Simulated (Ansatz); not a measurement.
**How methods differ on InCl2O (SMILES [O][In]([Cl])[Cl])**

InCl2O: 4 atoms, total charge 0, spin state doublet. As SMILES, `[O][In]([Cl])[Cl]`. The shape was relaxed beforehand at wB97X-V/def2-SVP.

```tsv
atom	x (Å)	y (Å)	z (Å)
O	0.6129	1.0254	1.6862
In	0.0333	0.0187	0.0498
Cl	0.7421	-2.1591	-0.2570
Cl	-1.3327	1.0547	-1.4994
```

Each level gives the dissociation energy of the Cl3–In2 bond into doublet Cl and singlet InClO (shapes relaxed at wB97X-V/def2-SVP, no zero-point term) (eV). The values are calculated.

| level | kind | program | value (eV) | CPU time (all runs) |
| --- | --- | --- | --- | --- |
| USVWN5/def2-SVP (core potential) | LDA | Ansatz | 2.61 | 3.8 s |
| UBLYP/def2-SVP (core potential) | GGA | Ansatz | 2.25 | 9.3 s |
| UPBE/def2-SVP (core potential) | GGA | Ansatz | 2.45 | 7.4 s |
| UPBE0-D4/def2-SVP (core potential) | global hybrid | Ansatz | 2.92 | 8.4 s |
| U-wB97M-V/def2-SVP (core potential) | range-separated hybrid | Ansatz | 3.01 | 31 s |
| UCAM-B3LYP/def2-SVP (core potential) | range-separated hybrid | Ansatz | 2.83 | 10 s |
| UB2PLYP/def2-SVP (core potential) | double hybrid | Ansatz | 2.48 | 13 s |
| RPA@PBE/def2-SVP (core potential) | RPA | Ansatz | 2.14 | 13 s |

Spin-orbit coupling, which can split open shells on such heavy atoms by tenths of an eV, is left out. The values span 2.14 to 3.01 eV. A fragment with an even electron count was run as a singlet and may have a lower triplet. Measured bond enthalpies also hold zero-point and thermal terms, a few tenths of an eV less. CPU times are rough (shared hosts, several kinds of processor): they show what a rung costs within a factor of a few.

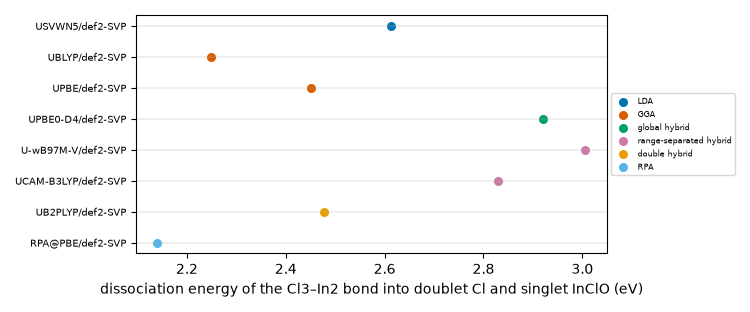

The values of the table, level by level.
